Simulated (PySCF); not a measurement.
**C₂H₁₂NPSi₂: density, localisation and related maps**

```xyz
18

C    -3.2090    0.0194   -0.6289
Si   -1.6899    0.1828    0.4899
N    -0.3283   -0.3865   -0.4219
Si    1.3011   -0.6108    0.1115
C     1.9140    0.9769    0.9630
P     2.4366   -1.1673   -1.7510
H    -3.0903    0.5821   -1.5505
H    -4.0933    0.3971   -0.1262
H    -3.4014   -1.0160   -0.8955
H    -1.8333   -0.6277    1.7058
H    -1.4596    1.5836    0.8635
H    -0.5383   -0.7556   -1.3359
H     1.4054   -1.7386    1.0559
H     2.9776    0.9273    1.1781
H     1.7414    1.8480    0.3368
H     1.3905    1.1347    1.9003
H     3.6075   -1.4593   -1.0795
H     2.8606    0.1160   -2.0403
```

Geometry: GFN2-xTB.

Theory: PySCF, PBE0/pcSseg-1, SCF density, gas phase, non-relativistic.

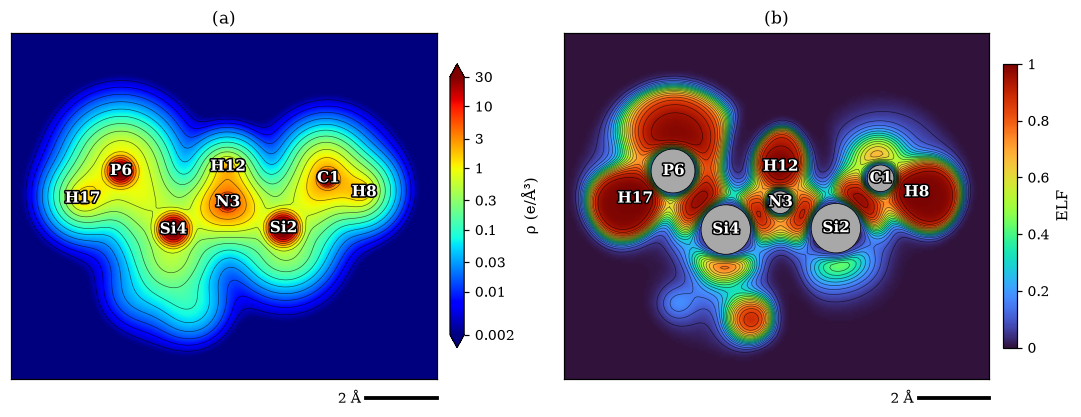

Figure 1. (a) electron density; (b) ELF on the plane of atoms C1, Si2 and N3. Grey discs cover the atomic cores in the ELF map.

### What does the map show?

Atoms in the plane: C, Si, N, P and H.
Si–N (1.73 Å): the density is about 1.1 e/Å³ at the midpoint; the ELF peaks at about 0.90 between the atoms, as expected for a shared but strongly polarised pair.
C–Si (1.89 Å): ρ at the midpoint is about 0.93 e/Å³; the ELF peaks at about 0.95 between the atoms; localised, covalent bonding.
Si–P (2.25 Å): ρ at the midpoint is about 0.75 e/Å³, with its minimum of 0.65 e/Å³ about 0.8 Å from Si; the ELF peaks at about 0.95 between the atoms; localised, covalent bonding.
N–H (1.01 Å): the density is about 2.8 e/Å³ at the midpoint; the ELF climbs to about 1 towards the hydrogen, as it does in any bond to H: a covalent bond by its length.
C–H (1.08 Å): the density is about 1.9 e/Å³ at the midpoint; the ELF climbs to about 1 towards the hydrogen: a covalent bond by its length.
The ELF also peaks beside P6, away from the bonds: lone-pair regions.

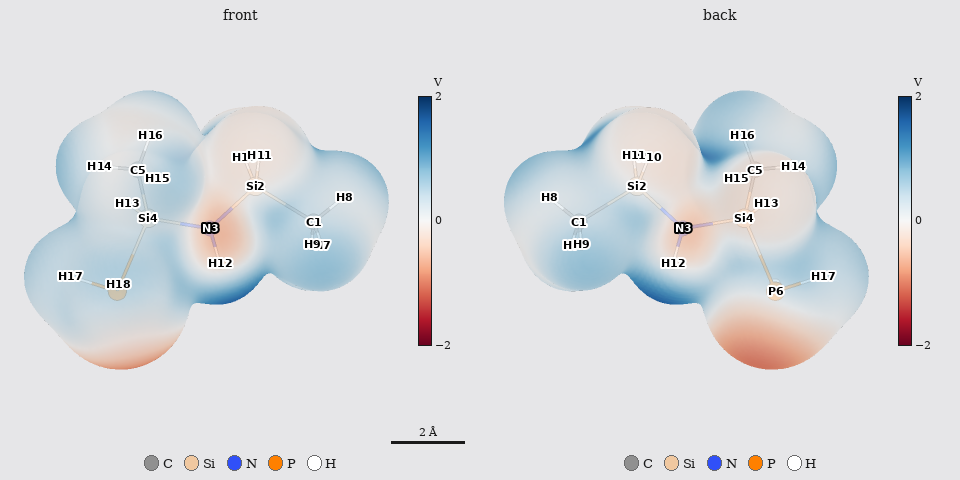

Figure 2. The electrostatic potential painted on the density surface at 0.002 e/bohr³, seen from the front and from behind; the colour scale runs from red (negative) to blue (positive).

### Which sites attract a positive test charge, and which a negative one?

A positive charge is drawn to the negative regions and a negative charge to the positive ones. The most negative region (about −1.1 V) lies over P6, the most positive (about +1.5 V) over H12.

### How polar is the molecule by this calculation?

Its dipole moment is 0.93 D.
